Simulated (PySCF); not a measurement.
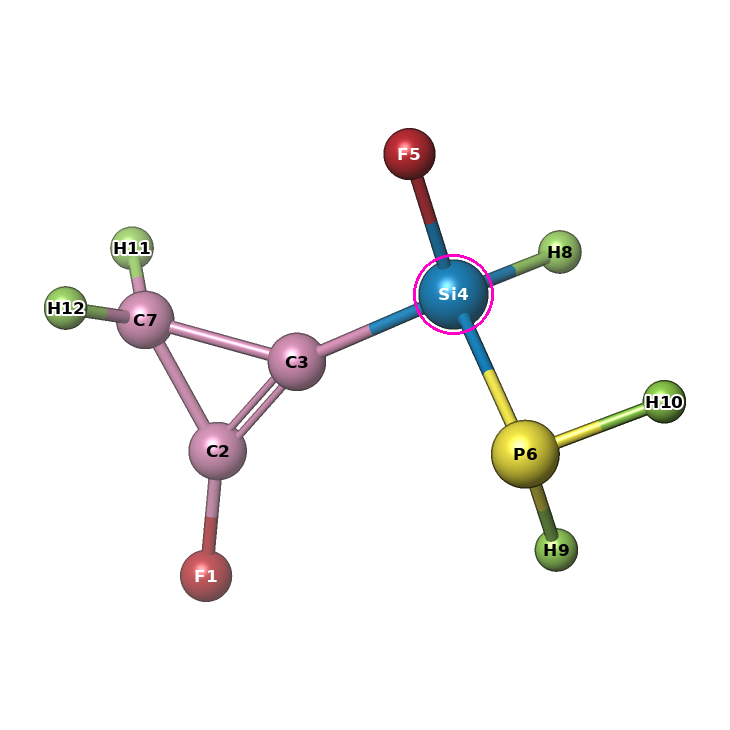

Depth is shown by fading: the farther an atom, the more it takes the colour of the background. Circles mark the stereogenic atoms. Computed geometry: PBE0-D3(BJ)/def2-SVP optimisation. No frequency run is at hand to confirm it as a minimum.

**What are the Cahn–Ingold–Prelog descriptors?**

Si4: S (priorities P6 > F5 > C3 > H8).

**Write the isomeric SMILES.**

FC1=C([Si@@H](F)P)C1
